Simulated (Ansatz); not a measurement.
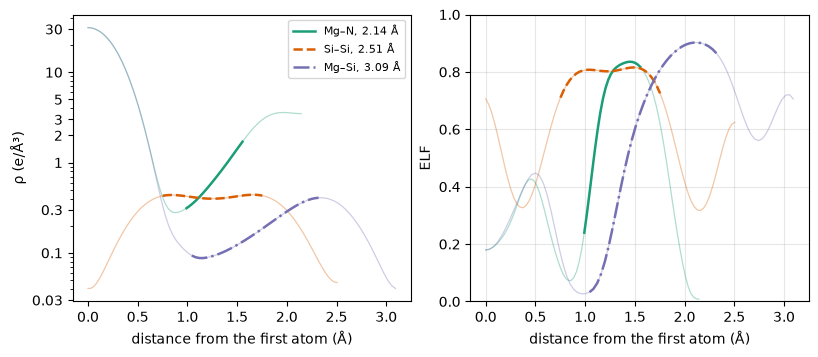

The picture shows: Mg2Si3N. Valence pseudo-density and ELF along straight lines between neighbouring atoms. Thin, pale parts lie inside the atomic spheres.

Space group P-3m1; a generated structure, not necessarily the stable one; changed on purpose from its base cell (volume × 1.03, shape and atoms relaxed); computed pressure about −2 GPa in this cell; computed without spin polarisation.

Level of theory: Ansatz 0.2.0, DFT PBE, scalar-relativistic, plane waves, PAW.

In a PAW calculation such maps are meaningful between the atoms, not at the nuclei.

```
Mg Si N
1.0
     3.24823    0.00000    0.00000
    -1.62411    2.81305    0.00000
     0.00000    0.00000   10.31963
Mg Si N
2 3 1
Direct
  0.66667 0.33333 0.89939
  0.33333 0.66667 0.10061
  0.33333 0.66667 0.66102
  0.00000 0.00000 0.50000
  0.66667 0.33333 0.33898
  0.00000 0.00000 0.00000
```

**Compare the contacts.**

Mg–N (2.14 Å): ρ at the midpoint is about 0.37 e/Å³; the ELF peaks at about 0.85 in the valence shell of N, 0.7 Å from its nucleus, and is about 0.45 at the midpoint.
Si–Si (2.51 Å): the density is about 0.4 e/Å³ at the midpoint; the ELF peaks at about 0.80 between the atoms.
Mg–Si (3.09 Å): the density is about 0.13 e/Å³ at the midpoint, with its minimum of 0.09 e/Å³ about 1.2 Å from Mg; the ELF peaks at about 0.90 in the valence shell of Si, 1.0 Å from its nucleus, and is about 0.65 at the midpoint.
